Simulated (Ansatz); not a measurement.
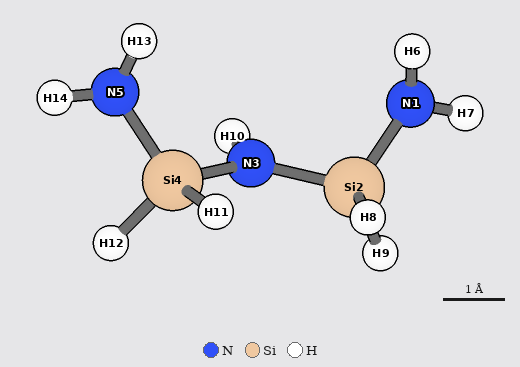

The structure as given in the input (ball-and-stick view, seen at a tilt; atoms are numbered from 1 in the order of the input). Bond lengths as drawn: H–N 1.02 to 1.03 Å, H–Si 1.51 Å and N–Si 1.74 to 1.75 Å.

## Geometry relaxation, with input and output: Si2N3H9

- system: Si2N3H9
- method: RKS PBE0-D4/def2-TZVP (Ansatz 0.2.0)

The geometry: PBE-D4/def2-SVP start. Figures and captions count atoms from 1; the log counts them from 0 in places.

What the program printed:
```
Functional definition: PBE0
  name "PBE0"
  cite "Adamo & Barone, J. Chem. Phys. 110, 6158 (1999) doi:10.1063/1.478522"
  cite "Perdew, Burke & Ernzerhof, Phys. Rev. Lett. 77, 3865 (1996) doi:10.1103/PhysRevLett.77.3865"
  parent pbe
  parameter a = 0.25
  parameter kappa = 0.804
  parameter beta = 0.06672455060314922
  exchange = (1 - a)*pbe_x(kappa = kappa, mu = beta*pi^2/3) + a*exact_x
  correlation = pbe_c(beta = beta)
1397 factors; their error is unknown
mean field evaluation 1: about -20349.3664 eV, gradient 9.4e1 eV
mean field evaluation 2: about -20325.9502 eV, gradient 1.3e2 eV
mean field evaluation 4: about -20365.3826 eV, gradient 5.4e0 eV
mean field evaluation 8: about -20365.4449 eV, gradient 2.2e-1 eV
mean field evaluation 16: about -20365.5162 eV, gradient 6.6e-4 eV
mean field -20365.51621198 eV, -748.4189165476 hartree, gradient 3.7e-5 eV, S^2 0.000000; 0 other end points of the search recorded, 0 dependent functions left out
the calculation of the forces begins
reference -20365.51625035 eV, -748.4189179577 hartree; 29, 29 occupied and 192, 192 virtual orbitals, 1397 factors
relax step   1: F+E_penalty+E_count = -20365.77553861 eV  Δ(F+E_penalty+E_count) = +0.000e0 eV  max|allowed force component| = 6.461e-1 eV/Å  Δτ_max = 0.0000 Å  (28 SCF iters, accepted)
these checks for a lower state are left out or cut short: starts, cluster_reference, orbital_swaps, neighbouring_geometries, increment
1397 factors; their error is unknown
mean field -20365.58935190 eV, -748.4216043900 hartree, gradient 1.4e-5 eV, S^2 0.000000; 0 other end points of the search recorded, 0 dependent functions left out
the calculation of the forces begins
reference -20365.58939001 eV, -748.4216057906 hartree; 29, 29 occupied and 192, 192 virtual orbitals, 1397 factors
relax step   2: F+E_penalty+E_count = -20365.85070409 eV  Δ(F+E_penalty+E_count) = -7.517e-2 eV  max|allowed force component| = 3.011e-1 eV/Å  Δτ_max = 0.0401 Å  (31 SCF iters, accepted)
these checks for a lower state are left out or cut short: starts, cluster_reference, orbital_swaps, neighbouring_geometries, increment
1397 factors; their error is unknown
mean field evaluation 32: about -20365.6012 eV, gradient 1.4e-5 eV
mean field -20365.60117345 eV, -748.4220388240 hartree, gradient 1.4e-5 eV, S^2 0.000000; 0 other end points of the search recorded, 0 dependent functions left out
the calculation of the forces begins
reference -20365.60121141 eV, -748.4220402190 hartree; 29, 29 occupied and 192, 192 virtual orbitals, 1397 factors
relax step   3: F+E_penalty+E_count = -20365.86388348 eV  Δ(F+E_penalty+E_count) = -1.318e-2 eV  max|allowed force component| = 5.904e-2 eV/Å  Δτ_max = 0.0228 Å  (32 SCF iters, accepted)
these checks for a lower state are left out or cut short: starts, cluster_reference, orbital_swaps, neighbouring_geometries, increment
1397 factors; their error is unknown
mean field -20365.60152966 eV, -748.4220519146 hartree, gradient 1.4e-5 eV, S^2 0.000000; 0 other end points of the search recorded, 0 dependent functions left out
the calculation of the forces begins
reference -20365.60156768 eV, -748.4220533116 hartree; 29, 29 occupied and 192, 192 virtual orbitals, 1397 factors
relax step   4: F+E_penalty+E_count = -20365.86424965 eV  Δ(F+E_penalty+E_count) = -3.662e-4 eV  max|allowed force component| = 1.923e-1 eV/Å  Δτ_max = 0.0386 Å  (30 SCF iters, accepted)
these checks for a lower state are left out or cut short: starts, cluster_reference, orbital_swaps, neighbouring_geometries, increment
1397 factors; their error is unknown
mean field -20365.60295825 eV, -748.4221044143 hartree, gradient 1.4e-5 eV, S^2 0.000000; 0 other end points of the search recorded, 0 dependent functions left out
the calculation of the forces begins
reference -20365.60299628 eV, -748.4221058119 hartree; 29, 29 occupied and 192, 192 virtual orbitals, 1397 factors
relax step   5: F+E_penalty+E_count = -20365.86574224 eV  Δ(F+E_penalty+E_count) = -1.493e-3 eV  max|allowed force component| = 1.366e-2 eV/Å  Δτ_max = 0.0175 Å  (31 SCF iters, accepted)
these checks for a lower state are left out or cut short: starts, cluster_reference, orbital_swaps, neighbouring_geometries, increment
1397 factors; their error is unknown
mean field -20365.60330469 eV, -748.4221171456 hartree, gradient 1.4e-5 eV, S^2 0.000000; 0 other end points of the search recorded, 0 dependent functions left out
the calculation of the forces begins
reference -20365.60334276 eV, -748.4221185448 hartree; 29, 29 occupied and 192, 192 virtual orbitals, 1397 factors
relax step   6: F+E_penalty+E_count = -20365.86597339 eV  Δ(F+E_penalty+E_count) = -2.312e-4 eV  max|allowed force component| = 1.630e-2 eV/Å  Δτ_max = 0.0098 Å  (31 SCF iters, accepted)
these checks for a lower state are left out or cut short: starts, cluster_reference, orbital_swaps, neighbouring_geometries, increment
1397 factors; their error is unknown
mean field -20365.60350412 eV, -748.4221244744 hartree, gradient 1.3e-5 eV, S^2 0.000000; 0 other end points of the search recorded, 0 dependent functions left out
the calculation of the forces begins
reference -20365.60354222 eV, -748.4221258746 hartree; 29, 29 occupied and 192, 192 virtual orbitals, 1397 factors
relax step   7: F+E_penalty+E_count = -20365.86609826 eV  Δ(F+E_penalty+E_count) = -1.249e-4 eV  max|allowed force component| = 3.054e-3 eV/Å  Δτ_max = 0.0102 Å  (31 SCF iters, accepted)
these checks for a lower state are left out or cut short: starts, cluster_reference, orbital_swaps, neighbouring_geometries, increment
1397 factors; their error is unknown
mean field evaluation 64: about -20365.6036 eV, gradient 9.1e-5 eV
mean field -20365.60355814 eV, -748.4221264596 hartree, gradient 1.3e-5 eV, S^2 0.000000; 0 other end points of the search recorded, 0 dependent functions left out
the calculation of the forces begins
reference -20365.60359625 eV, -748.4221278602 hartree; 29, 29 occupied and 192, 192 virtual orbitals, 1397 factors
relax step   8: F+E_penalty+E_count = -20365.86611763 eV  Δ(F+E_penalty+E_count) = -1.937e-5 eV  max|allowed force component| = 3.206e-3 eV/Å  Δτ_max = 0.0060 Å  (32 SCF iters, accepted)
```

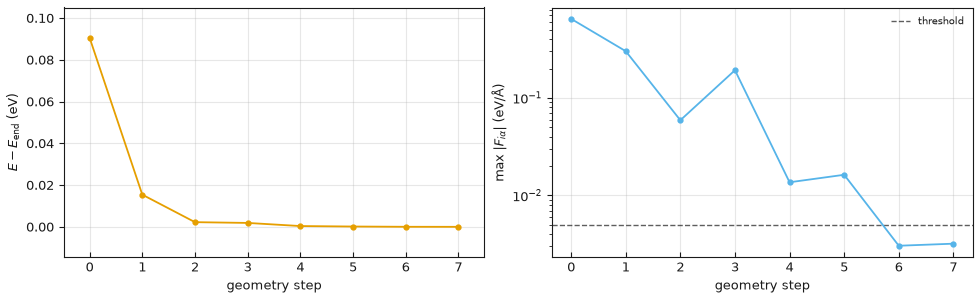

Progress of the relaxation, step by step (the first geometry is step 0 here and step 1 in the log).

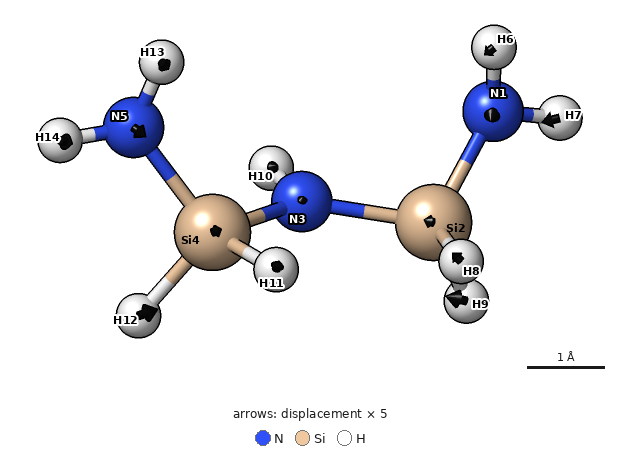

The starting structure with the displacements as black arrows, magnified 5 times (ball-and-stick view, seen at a tilt). The two geometries are laid on each other by the best rigid fit. The largest moves after the best rigid fit, 0.062 Å, are those of H9 and H12. By element the largest moves are H 0.062 Å, N 0.048 Å, Si 0.030 Å. Distances before and after: N3–Si4 1.750 → 1.720 Å, N1–Si2 1.743 → 1.715 Å, Si2–H8 1.509 → 1.489 Å, N1–H6 1.023 → 1.007 Å. The energy falls by 0.091 eV in 7 geometry steps. The largest force component goes from 0.65 to 0.0032 eV/Å. (Atoms are counted from 1 in the order of the input.)

```
1397 factors; their error is unknown
mean field -20365.60355814 eV, -748.4221264596 hartree, gradient 5.6e-5 eV, S^2 0.000000; 1 other end points of the search recorded, 0 dependent functions left out
the calculation of the forces begins
reference -20365.60359625 eV, -748.4221278602 hartree; 29, 29 occupied and 192, 192 virtual orbitals, 1397 factors
Total energy: -20365.86615574 eV, -748.4317767436 hartree
Atom 0 at    -1.146043    -0.063892     2.443040 Å, force     0.000561     0.001032    -0.001283 eV/Å
Atom 1 at    -0.247810     0.919951     1.363276 Å, force     0.000144    -0.000768    -0.002443 eV/Å
Atom 2 at    -0.420002     0.328369    -0.243046 Å, force     0.000256     0.000907     0.000002 eV/Å
Atom 3 at     0.751440     0.079508    -1.478222 Å, force    -0.000639    -0.000504     0.003206 eV/Å
Atom 4 at     0.494461    -1.443756    -2.222746 Å, force    -0.000187     0.002353    -0.000209 eV/Å
Atom 5 at    -0.917674    -1.033125     2.591464 Å, force     0.000042     0.000032     0.000127 eV/Å
Atom 6 at    -1.574097     0.345788     3.256530 Å, force    -0.000576     0.000344     0.000768 eV/Å
Atom 7 at     1.222361     0.970961     1.591072 Å, force     0.000219     0.000072     0.000480 eV/Å
Atom 8 at    -0.813195     2.281607     1.573882 Å, force    -0.000389    -0.000886     0.001485 eV/Å
Atom 9 at    -1.375491     0.146950    -0.525392 Å, force    -0.000223    -0.000601     0.000135 eV/Å
Atom 10 at     2.062372     0.263810    -0.797505 Å, force     0.000660     0.000243    -0.000444 eV/Å
Atom 11 at     0.658178     1.044761    -2.608588 Å, force     0.000036    -0.001945    -0.000786 eV/Å
Atom 12 at     0.596041    -2.306354    -1.713627 Å, force     0.000042     0.000198     0.000012 eV/Å
Atom 13 at     0.696361    -1.563874    -3.201338 Å, force     0.000053    -0.000477    -0.001051 eV/Å
Dipole moment:    -0.111083    -0.401448     0.079559 e Å
```

Trajectory as extended XYZ (Å, eV, eV/Å), 8 frames, from step=1 to step=8:
```
14
Properties=species:S:1:pos:R:3:forces:R:3 step=1 energy=-20365.77554
N    -1.1904   -0.0753    2.4564    0.3118   0.0173   0.2517
Si   -0.2545    0.9354    1.3884   -0.2132  -0.2915  -0.2625
N    -0.4260    0.3449   -0.2499   -0.0183   0.0387  -0.0209
Si    0.7637    0.0789   -1.5055   -0.3675  -0.1609   0.1979
N     0.4668   -1.4680   -2.2509    0.3892  -0.0526  -0.0007
H    -0.9209   -1.0484    2.6217   -0.1651   0.6390  -0.1271
H    -1.5738    0.3433    3.3076    0.2649  -0.2621  -0.5577
H     1.2372    0.9949    1.6102   -0.3617  -0.0591  -0.0146
H    -0.8260    2.3120    1.6269    0.1215  -0.3317  -0.0939
H    -1.3955    0.1602   -0.5367    0.6074   0.1103   0.1833
H     2.0892    0.2771   -0.8112   -0.3057  -0.1045  -0.1742
H     0.6849    1.0423   -2.6649   -0.0159  -0.2178   0.2924
H     0.6101   -2.3363   -1.7291   -0.0944   0.5814  -0.3198
H     0.7219   -1.5903   -3.2341   -0.1530   0.0935   0.6461
14
Properties=species:S:1:pos:R:3:forces:R:3 step=2 energy=-20365.85070
N    -1.1766   -0.0741    2.4347    0.1856   0.1153   0.0219
Si   -0.2538    0.9316    1.3719   -0.1832  -0.2847  -0.1824
N    -0.4279    0.3459   -0.2509    0.1513   0.0599   0.0338
Si    0.7545    0.0835   -1.4918   -0.3011  -0.1833   0.1513
N     0.4649   -1.4538   -2.2297    0.1762   0.1176   0.0343
H    -0.9111   -1.0379    2.5889   -0.0444   0.1543  -0.0496
H    -1.5426    0.3368    3.2835    0.0449  -0.0692  -0.1467
H     1.2210    0.9722    1.6019   -0.0846   0.0064   0.0006
H    -0.8226    2.2935    1.5978    0.0448  -0.0687  -0.0196
H    -1.3866    0.1618   -0.5340    0.1598   0.0332   0.0469
H     2.0682    0.2586   -0.8042   -0.0664  -0.0098  -0.0525
H     0.6677    1.0406   -2.6346    0.0131  -0.0405   0.0719
H     0.5994   -2.3095   -1.7075   -0.0365   0.1486  -0.0663
H     0.7324   -1.5784   -3.1972   -0.0594   0.0208   0.1564
14
Properties=species:S:1:pos:R:3:forces:R:3 step=3 energy=-20365.86388
N    -1.1659   -0.0717    2.4263    0.0590   0.0498   0.0099
Si   -0.2539    0.9212    1.3598   -0.0413  -0.0394   0.0070
N    -0.4283    0.3392   -0.2491    0.0399   0.0139   0.0090
Si    0.7451    0.0809   -1.4797   -0.0332  -0.0451  -0.0060
N     0.4688   -1.4459   -2.2191    0.0583   0.0477   0.0004
H    -0.9083   -1.0339    2.5771   -0.0132  -0.0159  -0.0082
H    -1.5361    0.3395    3.2682   -0.0215  -0.0101  -0.0018
H     1.2149    0.9668    1.5935    0.0166  -0.0050  -0.0017
H    -0.8125    2.2827    1.5805   -0.0108   0.0182  -0.0004
H    -1.3833    0.1595   -0.5320   -0.0236  -0.0045  -0.0062
H     2.0571    0.2575   -0.8003    0.0122   0.0002   0.0127
H     0.6635    1.0422   -2.6128   -0.0065   0.0130  -0.0145
H     0.5959   -2.2993   -1.6992   -0.0173  -0.0109   0.0068
H     0.7298   -1.5679   -3.1844   -0.0187  -0.0118  -0.0070
14
Properties=species:S:1:pos:R:3:forces:R:3 step=4 energy=-20365.86425
N    -1.1498   -0.0660    2.4361    0.0241   0.1510  -0.1178
Si   -0.2484    0.9246    1.3621   -0.0268  -0.0472   0.0090
N    -0.4201    0.3321   -0.2442    0.0840   0.0026   0.0290
Si    0.7514    0.0838   -1.4799   -0.0219  -0.0502   0.0053
N     0.4875   -1.4429   -2.2191   -0.0224   0.1923   0.0038
H    -0.9361   -1.0382    2.5626    0.0443  -0.1523   0.0209
H    -1.5463    0.3377    3.2663   -0.0471   0.0287   0.0729
H     1.2201    0.9830    1.5902    0.0289  -0.0075   0.0021
H    -0.8122    2.2841    1.5809   -0.0165   0.0206  -0.0040
H    -1.3709    0.1258   -0.5178   -0.0871   0.0014  -0.0304
H     2.0621    0.2736   -0.8033    0.0236  -0.0020   0.0184
H     0.6645    1.0438   -2.6135   -0.0129   0.0148  -0.0168
H     0.5636   -2.3002   -1.7035    0.0215  -0.1340   0.0889
H     0.7214   -1.5706   -3.1880    0.0082  -0.0182  -0.0814
14
Properties=species:S:1:pos:R:3:forces:R:3 step=5 energy=-20365.86574
N    -1.1511   -0.0662    2.4340    0.0098   0.0011   0.0052
Si   -0.2491    0.9232    1.3613   -0.0019  -0.0137   0.0035
N    -0.4210    0.3322   -0.2444   -0.0112  -0.0026  -0.0031
Si    0.7504    0.0824   -1.4785   -0.0041  -0.0109   0.0005
N     0.4851   -1.4422   -2.2187    0.0106  -0.0014   0.0023
H    -0.9232   -1.0378    2.5702   -0.0005   0.0087   0.0004
H    -1.5507    0.3394    3.2640   -0.0124  -0.0053   0.0064
H     1.2209    0.9740    1.5899    0.0037   0.0061   0.0020
H    -0.8150    2.2837    1.5763    0.0025   0.0043   0.0009
H    -1.3755    0.1416   -0.5240    0.0001   0.0078  -0.0027
H     2.0617    0.2660   -0.7981    0.0044   0.0040  -0.0016
H     0.6595    1.0443   -2.6115    0.0041   0.0048  -0.0013
H     0.5780   -2.3015   -1.7017    0.0015   0.0063  -0.0040
H     0.7169   -1.5684   -3.1901   -0.0066  -0.0093  -0.0084
14
Properties=species:S:1:pos:R:3:forces:R:3 step=6 energy=-20365.86597
N    -1.1495   -0.0658    2.4376    0.0043  -0.0052   0.0163
Si   -0.2484    0.9212    1.3624   -0.0015   0.0070   0.0022
N    -0.4205    0.3295   -0.2436   -0.0042   0.0036  -0.0034
Si    0.7508    0.0808   -1.4786    0.0036   0.0028  -0.0022
N     0.4885   -1.4433   -2.2202    0.0105  -0.0110  -0.0063
H    -0.9216   -1.0369    2.5774   -0.0035   0.0124   0.0000
H    -1.5603    0.3405    3.2622    0.0016  -0.0074  -0.0112
H     1.2217    0.9760    1.5917   -0.0018  -0.0072  -0.0022
H    -0.8134    2.2826    1.5758   -0.0029  -0.0006  -0.0013
H    -1.3760    0.1466   -0.5256    0.0077   0.0016   0.0028
H     2.0629    0.2672   -0.8002   -0.0031  -0.0045   0.0033
H     0.6599    1.0446   -2.6104   -0.0041  -0.0012  -0.0004
H     0.5840   -2.3036   -1.7052   -0.0006   0.0111  -0.0078
H     0.7089   -1.5686   -3.1946   -0.0060  -0.0013   0.0102
14
Properties=species:S:1:pos:R:3:forces:R:3 step=7 energy=-20365.86610
N    -1.1467   -0.0639    2.4419    0.0006  -0.0001   0.0016
Si   -0.2479    0.9204    1.3630   -0.0015   0.0006   0.0007
N    -0.4199    0.3277   -0.2428   -0.0028   0.0028  -0.0016
Si    0.7515    0.0798   -1.4781   -0.0007   0.0003  -0.0020
N     0.4933   -1.4433   -2.2224    0.0012  -0.0008  -0.0002
H    -0.9203   -1.0343    2.5862   -0.0003   0.0020   0.0022
H    -1.5690    0.3447    3.2590    0.0000  -0.0031  -0.0023
H     1.2223    0.9730    1.5909    0.0008  -0.0011   0.0003
H    -0.8139    2.2817    1.5746    0.0005   0.0004  -0.0011
H    -1.3754    0.1458   -0.5250    0.0022   0.0000   0.0006
H     2.0626    0.2653   -0.7980    0.0006  -0.0009   0.0008
H     0.6584    1.0441   -2.6093   -0.0002   0.0012   0.0008
H     0.5905   -2.3054   -1.7115    0.0013   0.0005  -0.0026
H     0.7014   -1.5649   -3.1997   -0.0017  -0.0017   0.0030
14
Properties=species:S:1:pos:R:3:forces:R:3 step=8 energy=-20365.86612
N    -1.1460   -0.0639    2.4430    0.0006   0.0010  -0.0013
Si   -0.2478    0.9200    1.3633    0.0001  -0.0008  -0.0024
N    -0.4200    0.3284   -0.2430    0.0003   0.0009   0.0000
Si    0.7514    0.0795   -1.4782   -0.0006  -0.0005   0.0032
N     0.4945   -1.4438   -2.2227   -0.0002   0.0024  -0.0002
H    -0.9177   -1.0331    2.5915    0.0000   0.0000   0.0001
H    -1.5741    0.3458    3.2565   -0.0006   0.0003   0.0008
H     1.2224    0.9710    1.5911    0.0002   0.0001   0.0005
H    -0.8132    2.2816    1.5739   -0.0004  -0.0009   0.0015
H    -1.3755    0.1469   -0.5254   -0.0002  -0.0006   0.0001
H     2.0624    0.2638   -0.7975    0.0007   0.0002  -0.0004
H     0.6582    1.0448   -2.6086    0.0000  -0.0019  -0.0008
H     0.5960   -2.3064   -1.7136    0.0000   0.0002   0.0000
H     0.6964   -1.5639   -3.2013    0.0001  -0.0005  -0.0011
```

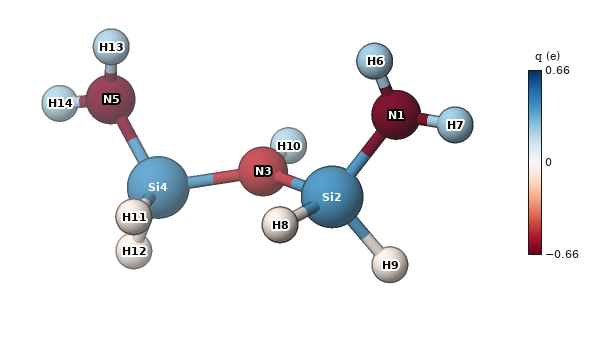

Mulliken charges, as the colour of each atom (ball-and-stick view, seen at a tilt; atoms are numbered from 1 in the order of the input; Mulliken charges depend strongly on the basis). By element: N −0.63 to −0.49, Si +0.40 and H −0.06 to +0.24 e.

This output came from the following input.

Input:
```yaml
crystal:
  periodic: [false, false, false]
  atoms:
    - {symbol: N, position_ang: [-1.190394, -0.075271, 2.456351]}
    - {symbol: Si, position_ang: [-0.254475, 0.935352, 1.388383]}
    - {symbol: N, position_ang: [-0.425968, 0.344875, -0.249941]}
    - {symbol: Si, position_ang: [0.763743, 0.078938, -1.505489]}
    - {symbol: N, position_ang: [0.466835, -1.468021, -2.250911]}
    - {symbol: H, position_ang: [-0.920877, -1.048413, 2.621697]}
    - {symbol: H, position_ang: [-1.573764, 0.343301, 3.307567]}
    - {symbol: H, position_ang: [1.237249, 0.994916, 1.610216]}
    - {symbol: H, position_ang: [-0.825964, 2.312038, 1.626920]}
    - {symbol: H, position_ang: [-1.395463, 0.160161, -0.536731]}
    - {symbol: H, position_ang: [2.089158, 0.277135, -0.811210]}
    - {symbol: H, position_ang: [0.684875, 1.042277, -2.664921]}
    - {symbol: H, position_ang: [0.610052, -2.336275, -1.729080]}
    - {symbol: H, position_ang: [0.721895, -1.590311, -3.234051]}
basis:
  gaussian: {orbitals: def2-TZVP}
hamiltonian: {xc: pbe0, dispersion: d4}
relax: {f_tol: 0.005, max_steps: 150}
```

Launched with:
```bash
ansatz run in.yaml --threads 4 --pin off --events-out ev --progress --plain --max-ram 10444MiB
```

Results in brief:

| quantity | value |
| --- | --- |
| outcome | converged |
| total energy | −20365.8662 eV |
| mean-field energy | −20365.6036 eV |
| dispersion energy | −0.2626 eV |
| SCF solution under orbital rotations | stable |
| largest force (length of the vector) at the end | 0.003 eV/Å |
| dipole moment | 2.04 D |
| hardware | 4 threads of Arm Neoverse V1, 23 GiB of memory available, shared host |
| wall time | 37 s (CPU time 2.3 min) |
| peak memory | 0.62 GiB |
